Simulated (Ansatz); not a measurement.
# B3Si (quartet): what the fields show

Input

```
crystal:
  periodic: [false, false, false]
  atoms:
    - {symbol: B, position_ang: [-0.689301, -0.437815, 0.041933]}
    - {symbol: B, position_ang: [-0.939775, 1.197184, 0.042477]}
    - {symbol: B, position_ang: [0.587943, 0.567439, -0.037348]}
    - {symbol: Si, position_ang: [1.041134, -1.326818, -0.047062]}
basis:
  gaussian: {orbitals: def2-TZVP, initial_orbitals: start.molden}
magnetization: {spin_polarized: true, initial_magnetization: 3}
hamiltonian: {xc: pbe0, dispersion: d4}
scf: {omitted_lower_state_checks: [starts]}
output: {orbitals: {seedname: orbitals}}
```

Run with:

```sh
ansatz run in.yaml --threads 4 --pin off --events-out ev --progress --plain --max-ram 3916MiB
```

Geometry: r2SCAN-D4/def2-TZVP.

All numbers below come from UKS PBE0-D4/def2-TZVP (Ansatz 0.2.0).

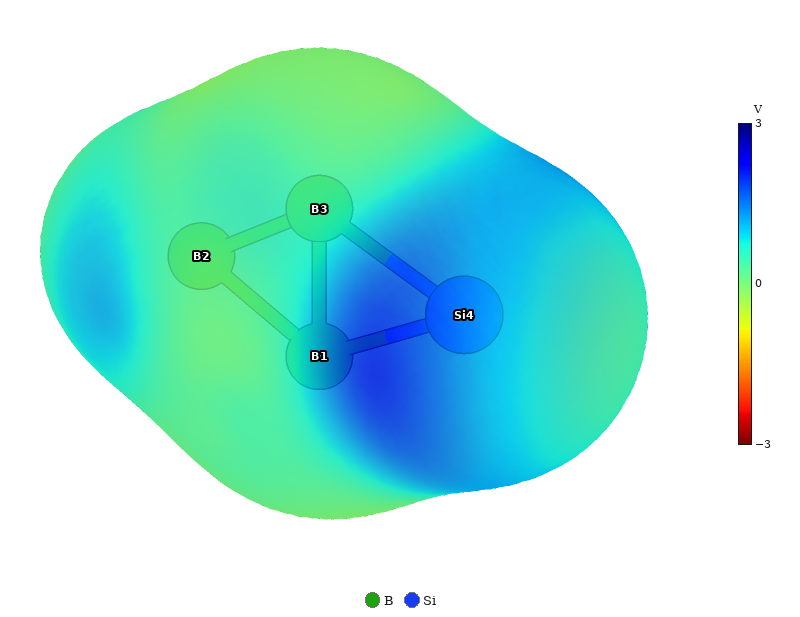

Figure 1. The electrostatic potential painted on the density surface at 0.004 e/bohr³, seen at a tilt; red is negative and blue positive.

Question: Where is the surface potential most negative and most positive?

Answer: The most negative region (about −0.1 V) lies over B2, the most positive (about +2.1 V, or +48 kcal/mol for a unit charge) over Si4.

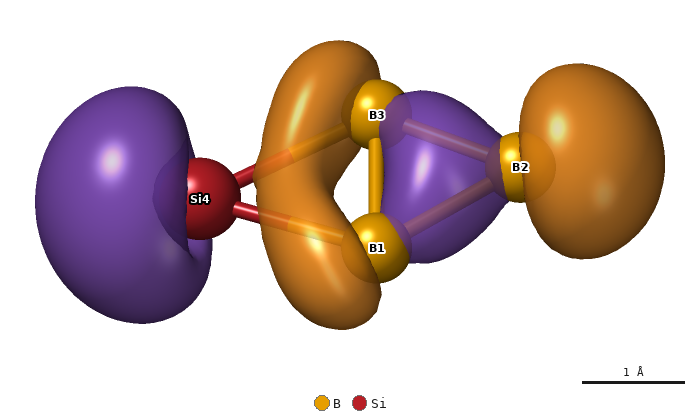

Figure 2. The HOMO−1 (α) at ±0.15 Å⁻³ᐟ² (orange and purple are the two phases), seen at an oblique angle.

Question: What is the character of this orbital?

Answer: By Hirshfeld shares it lies mainly on Si4 (about 45 %), B2 (about 30 %), B1 (about 10 %) and B3 (about 10 %); it is symmetric in the molecular plane (an in-plane orbital: σ, lone-pair or in-plane π type). Its energy is −7.45 eV.

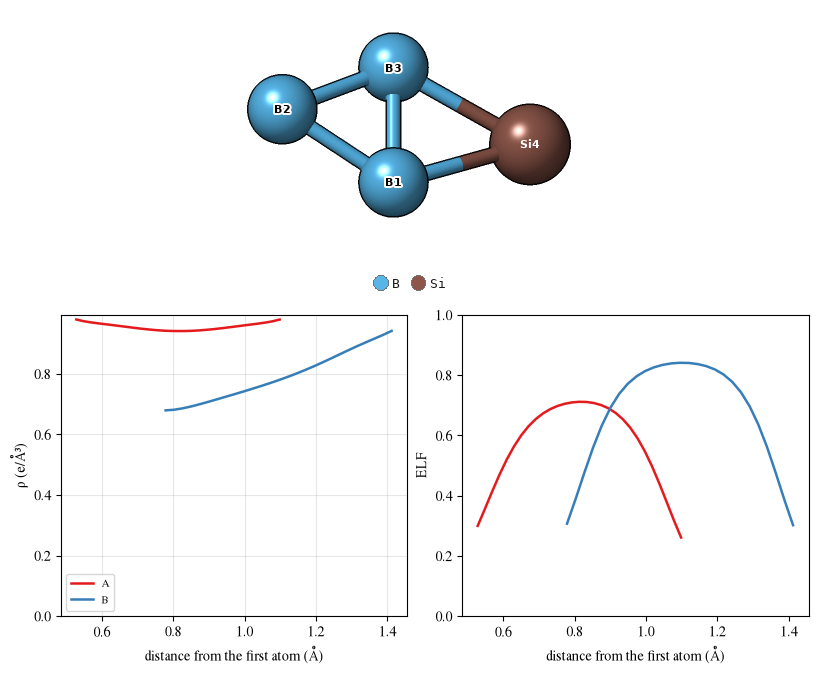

Figure 3. Electron density and ELF along straight lines between neighbouring atoms. The curves leave out the atomic cores. The structure is drawn too.

Question: Which curve belongs to which contact (B–B and Si–B)? The first atom named is at distance zero.

Answer: Curve A: B–B (1.63 Å): ρ at the midpoint is about 0.94 e/Å³; the ELF peaks at about 0.70 between the atoms. Curve B: Si–B (1.95 Å): the density is about 0.73 e/Å³ at the midpoint; the ELF peaks at about 0.85 between the atoms, as expected for localised, covalent bonding.
